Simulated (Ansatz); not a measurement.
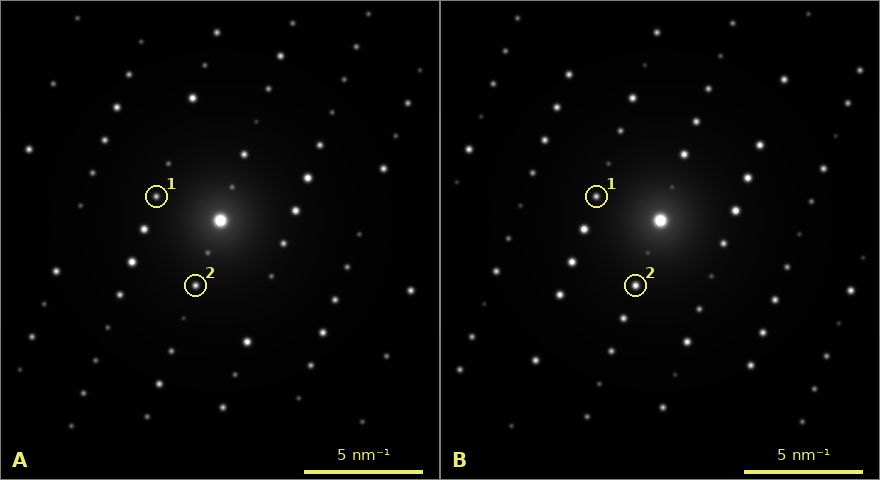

Kinematic electron diffraction patterns (300 kV, B = 0.5 Å², same scale) along [100] of the run's own cell, for the start and the end of one relaxation of CaZn2Re2 with DFT, PAW plane waves, pbesol in Ansatz. k mesh 8×8×5. The start is a generated model structure, and the relaxation ends in the nearest stationary point of its symmetry, not necessarily the ground state. Spot 1 is 0 -1 0 and spot 2 is 0 0 -2 in both.

Start structure:

```
Zn Ca Re
1.0
     3.99107    0.00000    0.00000
    -1.99553    3.45636    0.00000
     0.00000    0.00000    6.70779
Zn Ca Re
2 1 2
Direct
  0.33330 0.66670 0.63070
  0.66670 0.33330 0.36930
  0.00000 0.00000 0.00000
  0.33330 0.66670 0.25710
  0.66670 0.33330 0.74290
```

**Which pattern belongs to the start structure, and which to the relaxed one?**

B is the start: its cell gives d(1) = 3.456 Å, d(2) = 3.354 Å and an angle of 90.0°. The spot positions hardly differ, so the intensities decide: those computed from the start structure match B, and A is the relaxed structure.

**Name reflections whose intensity changes strongly on relaxation.**

0 1 -2, 0 2 2 fade out of sight; 0 1 4 comes into sight; 0 0 3 goes from 35 to 0.48 % of the strongest spot; 0 0 5 goes from 1.7 to 30 % of the strongest spot; 0 1 3 goes from 61 to 26 % of the strongest spot.

**Summarise the relaxation behind the change.**

The cell was held fixed; with the mean shift removed, the atoms moved by up to 0.20 Å relative to the cell (Re most); the space group stayed P-3m1 (No. 164); the free energy fell by 45 meV an atom.
